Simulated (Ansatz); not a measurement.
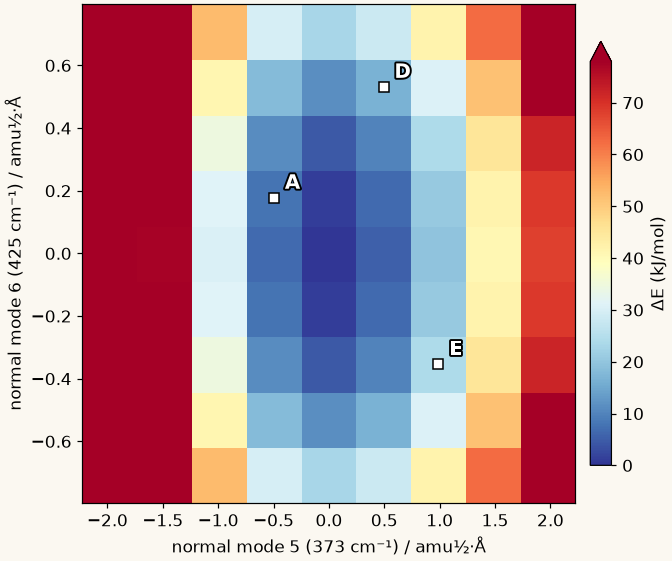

AlF2H2Si, SMILES [F][Al]([F])[SiH2+], charge +1. Coordinates scanned: (1) normal mode 5 (373 cm⁻¹); (2) normal mode 6 (425 cm⁻¹). Nothing is relaxed (straight displacements along the two mass-weighted modes). The scan uses a 9 × 9 grid. Points are written as (first, second). All energies are given in kJ/mol relative to the lowest grid point. Level of theory: RKS PBE0-D4/def2-TZVP (Ansatz).

The picture shows one coloured cell a grid point, one colour for all values above the top of the scale, lettered points.

What kind of point is each of D, E: minimum, saddle, maximum or slope?

D: on a slope; E: on a slope. (In these two coordinates alone; a stationary point may lie a little off the grid point.)

Rank the lettered points by energy, lowest first.

A (8 kJ/mol), D (17 kJ/mol), E (24 kJ/mol).
